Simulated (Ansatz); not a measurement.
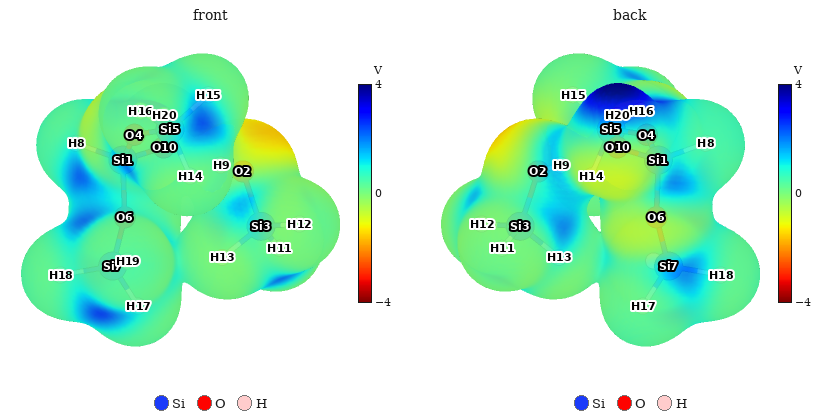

*H₈O₃Si₃···H₄OSi. The electrostatic potential painted on the density surface at 0.004 e/bohr³, seen from the front and from behind; the colour scale runs from red (negative) to blue (positive).*

The product side of a reaction path; geometry: PBE0-D4/def2-TZVP.

The calculation used RKS PBE0-D4/def2-TZVPP (Ansatz).

Input

```
crystal:
  periodic: [false, false, false]
  atoms:
    - {symbol: Si, position_ang: [-1.608175, 0.458101, 0.885541]}
    - {symbol: O, position_ang: [0.186918, 0.549755, -2.017720]}
    - {symbol: Si, position_ang: [1.064930, -0.805362, -2.311267]}
    - {symbol: O, position_ang: [-0.472055, 1.580521, 1.116509]}
    - {symbol: Si, position_ang: [1.001077, 2.193806, 0.711313]}
    - {symbol: O, position_ang: [-1.000155, -1.032660, 0.958885]}
    - {symbol: Si, position_ang: [0.004670, -2.114949, 1.670379]}
    - {symbol: H, position_ang: [-2.663832, 0.668360, 1.891911]}
    - {symbol: H, position_ang: [-0.736603, 0.456294, -1.739683]}
    - {symbol: O, position_ang: [-2.244611, 0.552264, -0.634161]}
    - {symbol: H, position_ang: [0.369878, -1.723572, -3.255069]}
    - {symbol: H, position_ang: [2.348882, -0.356480, -2.900838]}
    - {symbol: H, position_ang: [1.351926, -1.568606, -1.063931]}
    - {symbol: H, position_ang: [1.958525, 1.101855, 0.411068]}
    - {symbol: H, position_ang: [0.870024, 3.111552, -0.443522]}
    - {symbol: H, position_ang: [1.484773, 2.953053, 1.892265]}
    - {symbol: H, position_ang: [0.079526, -3.317617, 0.809356]}
    - {symbol: H, position_ang: [-0.541534, -2.485715, 3.001461]}
    - {symbol: H, position_ang: [1.355031, -1.523856, 1.843411]}
    - {symbol: H, position_ang: [-2.809295, 1.303355, -0.826006]}
basis:
  gaussian: {orbitals: def2-TZVPP}
hamiltonian: {xc: pbe0, dispersion: d4}
output: {orbitals: {seedname: orbitals}}
```

Command:

```sh
ansatz run in.yaml --threads 4 --pin off --events-out ev --progress --plain --max-ram 63488MiB --backend cuda --devices 0, --max-vram 37GiB
```

Q: Where is the surface potential most negative and most positive?

A: The most negative region (about −1.5 V, or −35 kcal/mol for a unit charge) lies over O2, the most positive (about +3.8 V, or +88 kcal/mol for a unit charge) over H20. O2 is the likeliest acceptor of a hydrogen bond.
